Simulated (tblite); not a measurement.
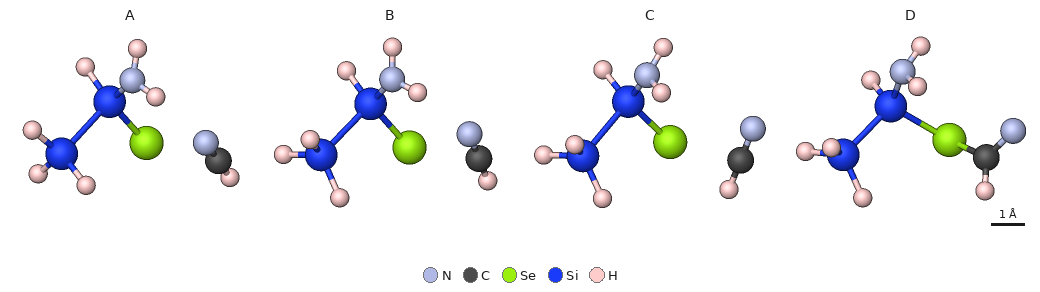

4 geometries from one relaxation of CH₇N₂SeSi₂ (multiplicity 2), in shuffled order. Style: ball-and-stick. Shown face on.

The calculation used tblite, GFN2-xTB geometry optimisation, gas phase. 

> Order the frames from highest to lowest energy.

D, C, B, A. They are steps 0, 37, 88, 177, at +140.6 kJ/mol, +11.9 kJ/mol, +1.51 kJ/mol relative to the last. The largest move after the best rigid fit is that of an N atom, 1.23 Å. By element the largest moves are N 1.23 Å, H 1.18 Å, Se 0.96 Å, C 0.58 Å, Si 0.22 Å. Some distances before and after: C–Se 1.899 → 3.385 Å, N–Se 2.789 → 3.858 Å, Si–Si 2.233 → 2.389 Å, C–N 1.291 → 1.139 Å. Bonds break, among them: C–Se (1.90 → 3.39 Å). Bond angles that change, for instance: N–C–H 119.5° → 179.6°, Si–N–H 108.4° → 120.9°, Se–Si–Si 109.6° → 99.5°. Groups turn about Si–Si by about 60°. Over 177 geometry steps the energy falls by 140.6 kJ/mol. Cost: 2.1 s on 1 thread of Arm Neoverse N1 (shared host).
